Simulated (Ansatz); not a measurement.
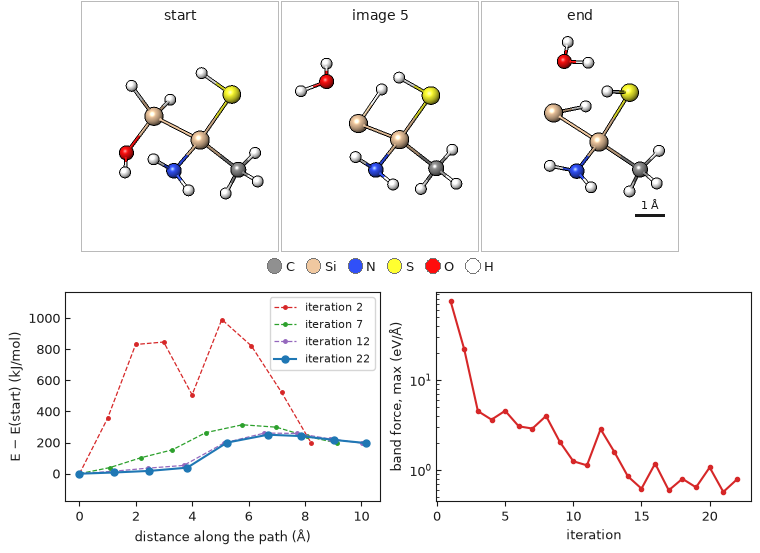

A nudged-elastic-band calculation for CH₉NOSSi₂. Images are numbered from 0 (start) to 8 (end). The plot follows the band through its iterations. Style: ball-and-stick. Shown from a free direction.

All numbers below come from Ansatz, RKS B3LYP/6-31G*. Run with 7 movable images; climbing image from the first iteration; force threshold 0.03 eV/Å; iteration limit 22; optimiser L-BFGS; starting path through a guess of the saddle point.

**Judge this run.**

The result isn't final. The band hadn't converged when the run stopped after 22 iterations. The largest component of the band force went from 75 to 0.79 eV/Å. The barrier read from it is provisional, though the highest image hardly moved in the last two iterations. The first iteration put the highest image at 2248.3 kJ/mol. Forward barrier 250.7 kJ/mol, backward barrier 53.7 kJ/mol, with image 5 at the top; the reaction energy is +197.0 kJ/mol.
